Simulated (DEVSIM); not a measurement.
System: Si n-i-p diode, at 350 K.

| layer (left to right) | material | thickness (μm) | Nd (cm⁻³) | Na (cm⁻³) | τn (s) | τp (s) |
|---|---|---|---|---|---|---|
| 1 | Si | 0.400 | 1.2e19 | - | 4.7e-7 | 4.7e-7 |
| 2 | Si | 20.0 | - | 2.1e11 | 4.7e-7 | 4.7e-7 |
| 3 | Si | 2.50 | - | 5.4e16 | 4.7e-7 | 4.7e-7 |

Left contact: ohmic. Right contact: ohmic. Voltage is applied to the left contact. Recombination: SRH at mid-gap, radiative, Auger. Gap narrowing is on: ΔEg = 6.92 meV × (l + √(l² + 0.5)), l = ln(N/1.3e17 cm⁻³), shared equally by both band edges. Mobility is μmin + (μ − μmin)/(1 + (N/Nref)^α).

The device is made up for the run: typed textbook-type constants, with dimensions and the other settings drawn at random. Values at 300 K; Nc and Nv go as T^1.5, mobilities as T to minus their exponent, the gap by Varshni's rule with the affinity fixed.

| parameter | Si |
|---|---|
| gap (eV) | 1.124 |
| affinity (eV) | 4.05 |
| permittivity | 11.7 |
| Nc (cm⁻³) | 2.86e19 |
| Nv (cm⁻³) | 3.1e19 |
| μn (cm²/Vs) | 1417 |
| μp (cm²/Vs) | 470 |
| μn,min | 52 |
| μp,min | 45 |
| Nref,n | 9.7e16 |
| Nref,p | 2.2e17 |
| αn | 0.68 |
| αp | 0.72 |
| T exponent of μn | 2.3 |
| T exponent of μp | 2.2 |
| B (cm³/s) | 4.7e-15 |
| Cn (cm⁶/s) | 2.8e-31 |
| Cp (cm⁶/s) | 9.9e-32 |
| Varshni α (eV/K) | 0.000473 |
| Varshni β (K) | 636 |

Simulated with DEVSIM: 1D drift-diffusion, Boltzmann statistics, complete ionisation; no tunnelling, impact ionisation, image-force lowering or self-heating.

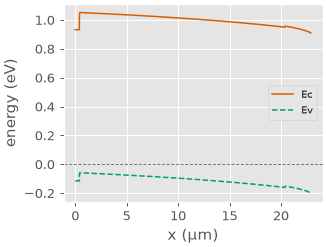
Figure: Band edges at -0.9 V on the left contact

Energies count from the Fermi level of the right contact; mesh points crowd at the junctions.

| x (μm) | Ec (eV) | Ev (eV) | n (cm⁻³) | p (cm⁻³) | field (V/cm) |
|---|---|---|---|---|---|
| 0.000 | 0.933 | -0.115 | 1.2e19 | 96000 | -12 |
| 0.04470 | 0.933 | -0.115 | 1.2e19 | 4.0e15 | -12 |
| 0.1622 | 0.933 | -0.115 | 1.2e19 | 1.4e16 | -12 |
| 0.3163 | 0.933 | -0.115 | 1.2e19 | 2.8e16 | -12 |
| 0.3968 | 0.934 | -0.113 | 1.1e19 | 3.7e16 | 15000 |
| 0.4373 | 1.052 | -0.059 | 2.3e17 | 2.3e17 | 290 |
| 0.5603 | 1.052 | -0.059 | 2.3e17 | 2.3e17 | -32 |
| 1.143 | 1.050 | -0.061 | 2.2e17 | 2.2e17 | -33 |
| 2.678 | 1.044 | -0.066 | 2.1e17 | 2.1e17 | -35 |
| 7.287 | 1.027 | -0.084 | 1.8e17 | 1.8e17 | -42 |
| 15.41 | 0.986 | -0.125 | 1.2e17 | 1.2e17 | -61 |
| 19.22 | 0.960 | -0.151 | 1.0e17 | 1.0e17 | -76 |
| 20.02 | 0.953 | -0.157 | 9.6e16 | 9.6e16 | -80 |
| 20.29 | 0.951 | -0.159 | 9.5e16 | 9.5e16 | -81 |
| 20.39 | 0.953 | -0.158 | 8.8e16 | 1.0e17 | 2000 |
| 20.43 | 0.957 | -0.152 | 7.3e16 | 1.3e17 | 130 |
| 20.53 | 0.956 | -0.153 | 7.0e16 | 1.2e17 | -120 |
| 20.83 | 0.953 | -0.156 | 6.3e16 | 1.2e17 | -130 |
| 22.07 | 0.933 | -0.176 | 3.1e16 | 8.5e16 | -200 |
| 22.64 | 0.920 | -0.189 | 1.2e16 | 6.6e16 | -300 |
| 22.82 | 0.913 | -0.195 | 3.7e15 | 5.8e16 | -370 |
| 22.90 | 0.910 | -0.199 | 2800000 | 5.4e16 | -410 |
